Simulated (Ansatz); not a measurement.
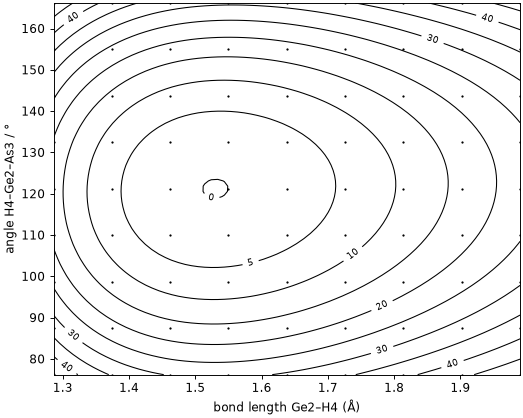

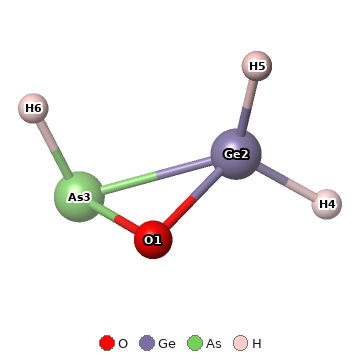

Energy landscape of AsGeH₃O, SMILES [O]1[GeH2][AsH]1. The first coordinate is: bond length Ge2–H4; the second: angle H4–Ge2–As3. Nothing is relaxed (all other coordinates rigid). The scan uses a 9 × 9 grid. Points are written as (first, second). Energies are in kcal/mol, from the lowest grid point. The calculation used RKS PBE0-D4/def2-TZVP (Ansatz).

The picture shows contour lines labelled in kcal/mol, dots at the grid points. Between grid points the surface is interpolated. The second picture is the structure at the lowest point.

Where are the wells?

The lowest grid point is at (1.550 Å, 121.2°). It is the only kind of minimum in the scanned range. The highest grid point, (1.286 Å, 166.2°), lies 49.7 kcal/mol above the lowest. Round the minimum the two coordinates are nearly uncoupled.

The values on the grid:

```tsv
angle H4–Ge2–As3 ↓, bond length Ge2–H4 →	1.286	1.374	1.462	1.550	1.638	1.726	1.814	1.902	1.990
166.2	49.7	38.1	32.4	30.7	31.7	34.4	38.2	42.5	47.3
155.0	35.7	24.0	18.4	16.9	18.1	21.2	25.4	30.3	35.6
143.7	25.6	14.0	8.6	7.3	8.8	12.2	16.8	22.1	27.8
132.5	19.6	8.2	2.9	1.8	3.5	7.2	12.0	17.6	23.6
121.2	17.4	6.1	1.0	0.0	1.9	5.7	10.7	16.4	22.6
110.0	18.9	7.7	2.7	1.8	3.7	7.6	12.6	18.3	24.5
98.7	24.1	13.0	7.9	7.1	9.1	12.9	17.9	23.4	29.5
87.5	32.8	21.8	16.8	16.0	17.9	21.6	26.4	31.8	37.6
76.2	45.4	34.6	29.7	28.8	30.7	34.2	38.8	43.9	49.3
```

The input of one point:

```yaml
crystal:
  periodic: [false, false, false]
  atoms:
    - { symbol: O, position_ang: [0.575473, -1.189581, 0.22763] }
    - { symbol: Ge, position_ang: [-0.31276, 0.090915, -0.698395] }
    - { symbol: As, position_ang: [-0.28416, -0.273851, 1.603842] }
    - { symbol: H, position_ang: [-1.439824, -0.490542, -1.589538] }
    - { symbol: H, position_ang: [0.63377, 1.075027, -1.39013] }
    - { symbol: H, position_ang: [0.813174, 0.780586, 1.835599] }
basis:
  gaussian: { orbitals: def2-TZVP }
hamiltonian:
  xc: pbe0
  dispersion: d4
output:
  forces: true
```

Time for the 81 points that were run: 10 min on 1 thread of Arm Neoverse V1, on a shared host.
